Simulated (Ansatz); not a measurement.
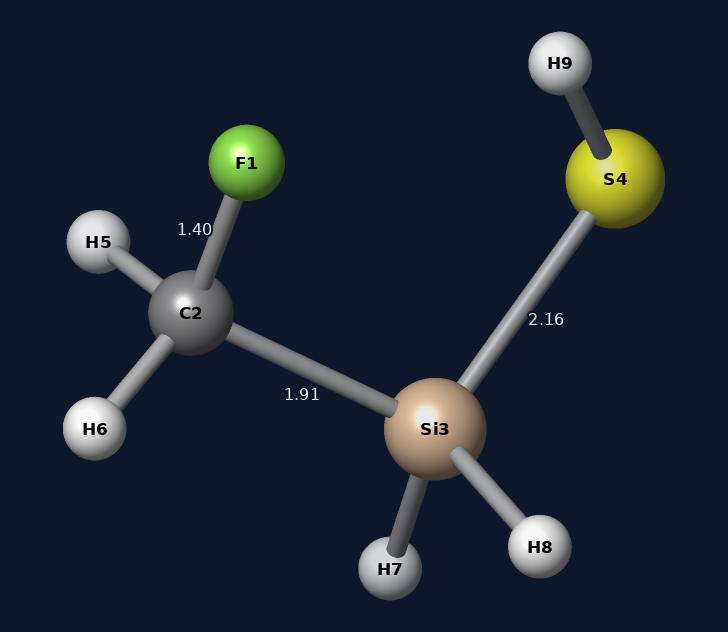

Bond lengths are marked in Å; every bond is drawn as one stick. The geometry was computed by an optimisation with PBE-D4/def2-SVP. No frequency run is at hand to confirm it as a minimum.

Which of the marked bonds are single, double, triple or aromatic?

Answer. F1–C2 single; C2–Si3 single; Si3–S4 single.

Write the SMILES.

Answer. FC[SiH2]S
